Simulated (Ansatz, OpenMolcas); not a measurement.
## Correcting a cheap level on molecular compounds of B

The vertical ionisation energy (cation less neutral) in eV of 7 molecular compounds of B: x at HF/3-21G, y at CCSD(T)/def2-TZVPP. Shapes, held fixed at every level: PBE0-D4/def2-TZVP. Flexible molecules stand in one conformer, not always the lowest. Programs: Ansatz 0.2.0, OpenMolcas 26.06.

| molecule | x (eV) | y (eV) |
| --- | --- | --- |
| B(NH2)(OH)Cl | 9.53 | 10.62 |
| B(NH2)(OH)F | 9.68 | 10.86 |
| BH2(NH2) | 9.71 | ? |
| BH2Cl (SMILES BCl) | 11.03 | 11.50 |
| BClF2 (chlorodifluoroborane) | 12.36 | 12.81 |
| BH2F (SMILES BF) | 12.41 | 12.71 |
| B(OH)F2 (difluorohydroxyborane) | 12.63 | 13.92 |

Question: Fit y = c + s·x to the known rows and predict y for BH2(NH2).

Answer: 
1. Means of the 6 rows: x = 11.2733, y = 12.070.
2. Σ(Δx)² = 9.9505, Σ(Δx·Δy) = 8.6359, so the slope is 8.6359/9.9505 = 0.86789.
3. Intercept: 12.070 − (0.86789) × 11.2733 = 2.286. The largest residual of the fit is 0.67.
4. BH2(NH2): 2.286 + 0.86789 × 9.71 = 10.71 eV.

CCSD(T)/def2-TZVPP gives 11.32 eV, so the prediction is off by -0.61 eV, within the largest residual. Uncorrected, HF/3-21G misses it by -1.61 eV, and the other rows by 0.80 on average. The line removes about 60 % of this miss. Left out in turn, the other rows are missed by 0.44 eV on average. Cations run unrestricted.

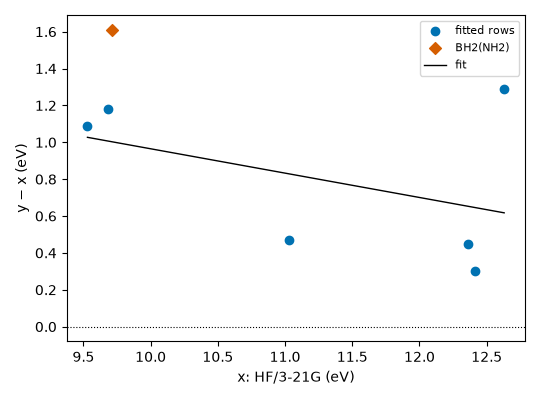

The correction y − x against x, with the fitted line and the withheld molecule.
